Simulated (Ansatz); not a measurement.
Frequency calculation, with input and output: GaNH3Cl

GaNH3Cl, computed with RKS PBE-D4/def2-SVP (Ansatz 0.2.0).

It belongs to a series of runs on one base structure; here: vibrations at the highest image of the band. Figures and captions count atoms from 1; the log counts them from 0 in places.

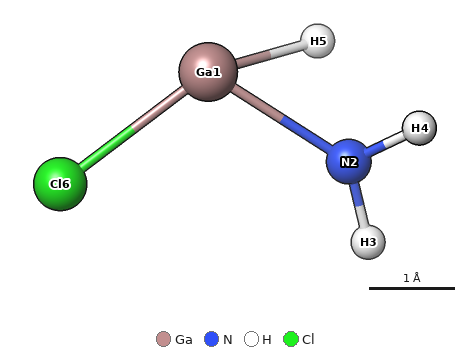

*The structure (ball-and-stick view, seen on its broad side; atoms are numbered from 1 in the order of the input). Sticks mark near contacts.*

Bond lengths as drawn: Cl–Ga 2.20 Å, Ga–H 1.67 Å, Ga–N 1.99 Å and H–N 1.03 to 1.04 Å.

### Summary

| quantity | value |
| --- | --- |
| outcome | converged |
| total energy | −66412.6800 eV |
| mean-field energy | −66412.5722 eV |
| largest force (length of the vector) | 0.001 eV/Å |
| hardware | 1 thread of Arm Neoverse V1, 24 GiB of memory available, shared host |
| wall time | 45 s |
| peak memory | 0.11 GiB |

### Input file
```yaml
crystal:
  periodic: [false, false, false]
  atoms:
    - { symbol: Ga, position_ang: [0.434085, 0.49359, -0.297721] }
    - { symbol: "N", position_ang: [1.013659, -0.049484, 1.528223] }
    - { symbol: H, position_ang: [0.62395, -0.63451, 2.291325] }
    - { symbol: H, position_ang: [1.796917, 0.505043, 1.906814] }
    - { symbol: H, position_ang: [1.813561, -0.348024, 0.12855] }
    - { symbol: Cl, position_ang: [-1.698971, 0.033386, -0.56949] }
basis:
  gaussian: { orbitals: def2-SVP }
hamiltonian:
  xc: pbe
  dispersion: d4
phonons: {}
```

Run as:
```bash
ansatz run input.yaml --threads 1 --pin off --max-ram 2048MiB --backend cpu --events-out ev --progress --plain --runs-dir out
```

### The program's output
```
Engine: ansatz 0.2.0, aarch64-unknown-linux-gnu
Functional definition: PBE
  parameter kappa = 0.804
  parameter beta = 0.06672455060314922
  exchange = pbe_x(kappa = kappa, mu = beta*pi^2/3)
  correlation = pbe_c(beta = beta)
896 factors; their error is unknown
mean field evaluation 1: about -66400.8600 eV, gradient 7.3e1 eV
mean field evaluation 2: about -66318.3479 eV, gradient 1.6e2 eV
mean field evaluation 4: about -66408.5561 eV, gradient 3.5e1 eV
mean field evaluation 8: about -66412.6162 eV, gradient 3.3e-1 eV
mean field evaluation 16: about -66412.5722 eV, gradient 7.5e-4 eV
mean field -66412.57218563 eV, -2440.6170117635 hartree, gradient 4.2e-5 eV, S^2 0.000000; 0 other end points of the search recorded, 0 dependent functions left out
the calculation of the forces begins
reference -66412.57221948 eV, -2440.6170130078 hartree; 29, 29 occupied and 50, 50 virtual orbitals, 896 factors
these checks for a lower state are left out or cut short: stability, starts, cluster_reference, orbital_swaps, neighbouring_geometries, increment
896 factors; their error is unknown
mean field -66412.57212555 eV, -2440.6170095559 hartree, gradient 1.3e-6 eV, S^2 0.000000; 0 other end points of the search recorded, 0 dependent functions left out
[... from here on the field's lines of each further geometry are left out, up to the last ...]
the calculation of the forces begins
reference -66412.57219199 eV, -2440.6170119976 hartree; 29, 29 occupied and 50, 50 virtual orbitals, 896 factors
these checks for a lower state are left out or cut short: stability, starts, cluster_reference, orbital_swaps, neighbouring_geometries, increment
896 factors; their error is unknown
mean field -66412.57220832 eV, -2440.6170125974 hartree, gradient 1.1e-6 eV, S^2 0.000000; 0 other end points of the search recorded, 0 dependent functions left out
the calculation of the forces begins
reference -66412.57224218 eV, -2440.6170138417 hartree; 29, 29 occupied and 50, 50 virtual orbitals, 896 factors
WARN: phonons: modes at or below zero, which the zero-point energy, F, S and C_V leave out: 1, the lowest at -1162.57 cm⁻¹. A minimum has none, and a first-order saddle one
Total energy: -66412.67999336 eV, -2440.6209736245 hartree
Atom 0 at     0.434085     0.493590    -0.297721 Å, force    -0.000434     0.000086     0.000081 eV/Å
Atom 1 at     1.013659    -0.049484     1.528223 Å, force     0.000231    -0.000065     0.000732 eV/Å
Atom 2 at     0.623950    -0.634510     2.291325 Å, force    -0.000214    -0.000030    -0.000208 eV/Å
Atom 3 at     1.796917     0.505043     1.906814 Å, force    -0.000044     0.000119    -0.000389 eV/Å
Atom 4 at     1.813561    -0.348024     0.128550 Å, force     0.000176    -0.000148    -0.000156 eV/Å
Atom 5 at    -1.698971     0.033386    -0.569490 Å, force     0.000286     0.000038    -0.000060 eV/Å
Dipole moment:     0.456795     0.016488     0.460146 e Å
Vibrations: -1162.57 121.76 274.81 377.77 477.79 537.08 676.80 920.27 1444.88 1602.15 3313.92 3469.80 cm⁻¹, zero-point energy 0.819352 eV
```

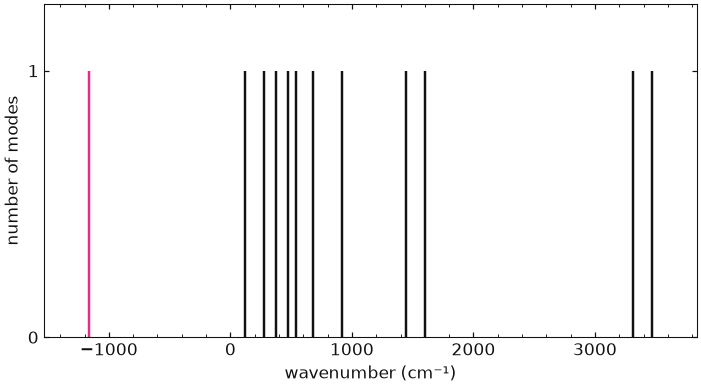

*Harmonic vibrational wavenumbers from the force constants; neighbouring modes closer than 21 cm⁻¹ are counted in one stick, and imaginary ones are drawn at negative wavenumbers.*

12 modes from 1163i to 3470 cm⁻¹, 1 imaginary beyond 8i (1163i cm⁻¹): a first-order saddle point, if the geometry is stationary.
